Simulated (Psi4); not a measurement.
# HF/STO-3G run of SnH2O2 (SMILES [OH][Sn][OH])

What is the energy difference between two shapes of SnH2O2 at HF/STO-3G? 

The results are computed with Psi4 1.11.

5 further runs of the same task are left out: 2 that didn't finish, 3 set aside as unsound or not needed.

### 1 Starting point

SnH2O2: 5 atoms, total charge 0, spin state singlet. As SMILES, `[OH][Sn][OH]`. Geometry: relaxed at PBE0-D4/def2-TZVP. This is one conformer, not always the lowest.

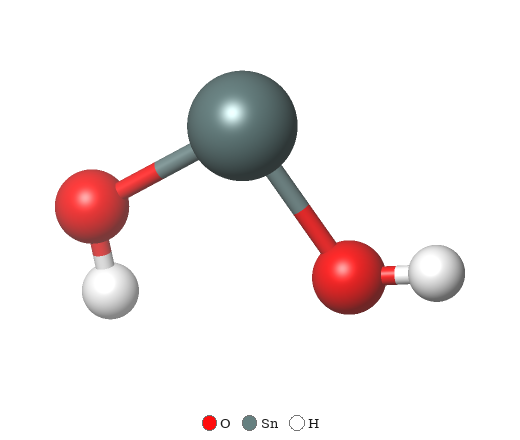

The structure, seen from a chosen angle (oxygen red, tin teal, hydrogen white).

### 2 Vibrational wavenumbers at HF/STO-3G

job.py

```python
import psi4

psi4.set_memory(1600000000)
psi4.set_num_threads(1)
psi4.core.set_output_file('run.log', False)

m = psi4.geometry("""
0 1
O     -1.86005742     0.33599330    -1.15991390
Sn    -0.29045091    -1.78371249     1.51348165
O      2.95137426     0.00548021     1.20205479
H     -3.59274731    -0.01058247    -1.57111830
H      2.88598974     1.31354863    -0.06292788
units au
no_reorient
no_com
""")

psi4.set_options(dict(basis='STO-3G', scf_type='pk', rotational_symmetry_number=1))

energy_value = psi4.frequency("hf")
print(f'hf energy: {energy_value:.10f} Eh')
for k in ('ZPVE', 'ENTHALPY', 'GIBBS FREE ENERGY'):
    print(f'{k}: {psi4.variable(k):.8f} Eh')
for k, v in sorted(psi4.core.scalar_variables().items()):
    print(f'{k:45s} {v:18.10f}')
```

Started as:

```bash
$ python job.py
```

run.log:

```text
[...]
  Running in c1 symmetry.
[...]
  Nuclear repulsion =  258.680794259373954
[...]
  Multiplicity = 1
[...]
  Nalpha       = 34
  Nbeta        = 34
[...]
    Number of basis functions: 39
[...]
   @RHF iter   1: -6111.94949453736081   -3.87332e+00   1.10077e-02 ADIIS/DIIS
[...]
  -Total Gradient:
     Atom            X                  Y                   Z
    ------   -----------------  -----------------  -----------------
       1       -0.060360794210     0.006402526389    -0.031781275949
       2       -0.005208375619    -0.035232056785     0.031109057429
       3        0.030126771980     0.037526162100    -0.022662536046
       4        0.030630780432     0.013707733175     0.000095756557
       5        0.004811617189    -0.022404365151     0.023238998612
[...]
   @RHF iter  11: -6112.12827227146681   -3.63798e-12   3.06933e-09 DIIS
[...]
  @RHF Final Energy: -6112.12827227146681
   => Energetics <=
    Nuclear Repulsion Energy =            258.6807942593739540
    One-Electron Energy =               -8973.6898266653861356
    Two-Electron Energy =                2602.8807601345456533
    Total Energy =                      -6112.1282722714677220
[...]
 Multipole Moments:
 ------------------------------------------------------------------------------------
     Multipole            Electronic (a.u.)      Nuclear  (a.u.)        Total (a.u.)
 ------------------------------------------------------------------------------------
 L = 1.  Multiply by 2.5417464519 to convert [e a0] to [Debye]
 Dipole X            :          5.8529420           -6.4987683           -0.6458263
 Dipole Y            :         84.9069309          -85.1508703           -0.2439394
 Dipole Z            :        -74.4217180           74.3771634           -0.0445546
 Magnitude           :                                                    0.6917971
[...]
  ==> Harmonic Vibrational Analysis <==
[...]
  Freq [cm^-1]                632.5550i           532.7343i            53.4299
[...]
  IR activ [km/mol]            41.5716             96.3853              5.1407
[...]
  Freq [cm^-1]                 144.7782            145.7267            162.2193
[...]
  IR activ [km/mol]             0.7649             19.7923              4.0739
[...]
  Freq [cm^-1]                 491.2590            552.6059            778.3133
[...]
  IR activ [km/mol]            80.0807             39.5745             15.2713
[...]
  Freq [cm^-1]                 882.6800           4514.0415           4553.5081
[...]
  IR activ [km/mol]             7.3201             32.2565             33.8366
[...]
  Total E_0, Enthalpy at 0 [K]                                                        -6112.10029965 [Eh]
[...]
  Total H, Enthalpy at  298.15 [K]                                                    -6112.09320844 [Eh]
[...]
  Total G, Gibbs energy at  298.15 [K]                                                -6112.13209216 [Eh]
[...]
```

The script printed:

```text
Warning: thermodynamics relations excluded imaginary frequencies: ['632.5550i' '532.7343i']
Warning: used thermodynamics relations inappropriate for low-frequency modes: ['53.4299' '144.7782' '145.7267' '162.2193' '491.2590' '552.6059']
hf energy: -6112.1282722715 Eh
ZPVE: 0.02797262 Eh
ENTHALPY: -6112.09320844 Eh
GIBBS FREE ENERGY: -6112.13209216 Eh
CURRENT ENERGY                                  -6112.1282722715
CURRENT REFERENCE ENERGY                        -6112.1282722715
DD SOLVATION ENERGY                                 0.0000000000
ENTHALPY                                        -6112.0932084399
ENTHALPY CORRECTION                                 0.0350638315
GIBBS FREE ENERGY                               -6112.1320921562
GIBBS FREE ENERGY CORRECTION                       -0.0038198847
HF KINETIC ENERGY                                6110.3629535706
HF POTENTIAL ENERGY                            -12222.4912258421
HF TOTAL ENERGY                                 -6112.1282722715
HF VIRIAL RATIO                                     2.0002889057
NUCLEAR REPULSION ENERGY                          258.6807942594
ONE-ELECTRON ENERGY                             -8973.6898266654
PCM POLARIZATION ENERGY                             0.0000000000
PE ENERGY                                           0.0000000000
SCF ITERATION ENERGY                            -6112.1282722715
SCF ITERATIONS                                     11.0000000000
SCF TOTAL ENERGY                                -6112.1282722715
THERMAL ENERGY                                  -6112.0941526245
THERMAL ENERGY CORRECTION                           0.0341196470
TWO-ELECTRON ENERGY                              2602.8807601345
ZERO K ENTHALPY                                 -6112.1002996495
ZPVE                                                0.0279726220
```

Run time: 15 s. Hardware: 1 thread of Intel Xeon Platinum 8259CL at 2.50GHz (Skylake/Cascade Lake), shared host; peak memory 0.22 GiB.

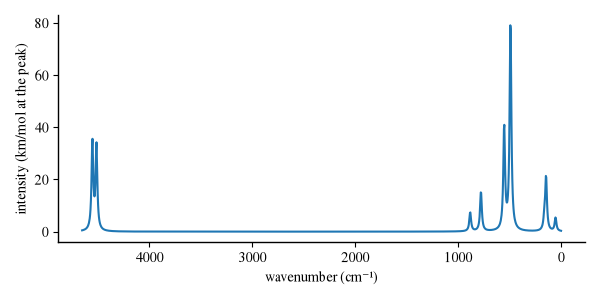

Harmonic infrared spectrum, unscaled, lines broadened by 10 cm⁻¹.

### 3 The distorted shape: a single-point energy at HF/STO-3G

calc.inp

```
memory 1.6 GB

molecule system {
  0 1
  O     -0.962254     0.140795    -0.541387
  Sn    -0.126115    -0.920984     0.877148
  O      1.680566     0.009272     0.694972
  H     -1.936911    -0.043057    -0.848686
  H      1.480138     0.635461    -0.046205
  no_reorient
  no_com
}

set scf_type pk

energy("hf/STO-3G")
```

Started as:

```bash
$ psi4 -n 1 calc.inp calc.out
```

calc.out:

```text
[...]
  Running in c1 symmetry.
[...]
  Nuclear repulsion =  255.533607497214120
[...]
  Multiplicity = 1
[...]
  Nalpha       = 34
  Nbeta        = 34
[...]
    Number of basis functions: 39
[...]
   @RHF iter   1: -6111.92248169341383   -4.00799e+00   1.12826e-02 ADIIS/DIIS
[...]
   @RHF iter   8: -6112.11850015335403   -9.89321e-08   8.77459e-07 DIIS
[...]
    Orbital Energies [Eh]
    ---------------------
    Doubly Occupied:
       1A   -1029.847023     2A   -153.480933     3A   -145.310336
       4A   -145.309765     5A   -145.309482     6A    -29.560699
       7A    -26.544338     8A    -26.542168     9A    -26.540847
      10A    -20.140845    11A    -20.135884    12A    -18.146238
      13A    -18.146039    14A    -18.144770    15A    -18.142702
      16A    -18.142456    17A     -4.779394    18A     -3.537950
      19A     -3.529045    20A     -3.523738    21A     -1.179508
      22A     -1.167314    23A     -0.855626    24A     -0.855206
      25A     -0.850359    26A     -0.844504    27A     -0.841228
      28A     -0.524437    29A     -0.487709    30A     -0.387949
      31A     -0.348325    32A     -0.332836    33A     -0.314961
      34A     -0.199215
[...]
  @RHF Final Energy: -6112.11850015335403
   => Energetics <=
    Nuclear Repulsion Energy =            255.5336074972141205
    One-Electron Energy =               -8967.2965145175439829
    Two-Electron Energy =                2599.6444068669752596
    Total Energy =                      -6112.1185001533540344
[...]
 Multipole Moments:
 ------------------------------------------------------------------------------------
     Multipole            Electronic (a.u.)      Nuclear  (a.u.)        Total (a.u.)
 ------------------------------------------------------------------------------------
 L = 1.  Multiply by 2.5417464519 to convert [e a0] to [Debye]
 Dipole X            :          1.1794201           -1.9200128           -0.7405927
 Dipole Y            :         83.3787399          -83.6322107           -0.2534709
 Dipole Z            :        -83.6067644           83.5092444           -0.0975200
 Magnitude           :                                                    0.7888189
[...]
```

Run time: 2.8 s. Hardware: 1 thread of Intel Xeon Platinum 8259CL at 2.50GHz (Skylake/Cascade Lake), shared host; peak memory 0.22 GiB.

### 4 Outcome

At HF/STO-3G:

| quantity | value |
| --- | --- |
| first shape: total energy | -6112.12827 Eh |
| first shape: dipole moment | 1.76 D |
| first shape: HOMO energy | -5.56 eV |
| first shape: LUMO energy | 5.24 eV |
| first shape: HOMO–LUMO gap | 10.80 eV |
| first shape: lowest harmonic wavenumber | 633i cm⁻¹ (imaginary) |
| first shape: highest harmonic wavenumber | 4554 cm⁻¹ |
| distorted shape: total energy | -6112.11850 Eh |
| distorted shape: dipole moment | 2.00 D |
| distorted shape: HOMO energy | -5.42 eV |
| distorted shape: LUMO energy | 5.10 eV |
| distorted shape: HOMO–LUMO gap | 10.52 eV |
| energy change with the atoms displaced | 0.266 eV |

With the atoms displaced the energy rises by 0.27 eV (6.1 kcal/mol). The first shape isn't relaxed at this level, so the change isn't measured from a minimum. The minimal basis adds a large error of its own. 2 modes are imaginary (lowest 633i cm⁻¹); the shape wasn't relaxed at this level, so this says little about stability. The vibrations (first shape) are taken at a shape not relaxed at this level, so they aren't the harmonic values of a minimum. Relativity is left out (first shape) although the molecule holds a heavy atom. Relativity is left out (distorted shape) although the molecule holds a heavy atom.
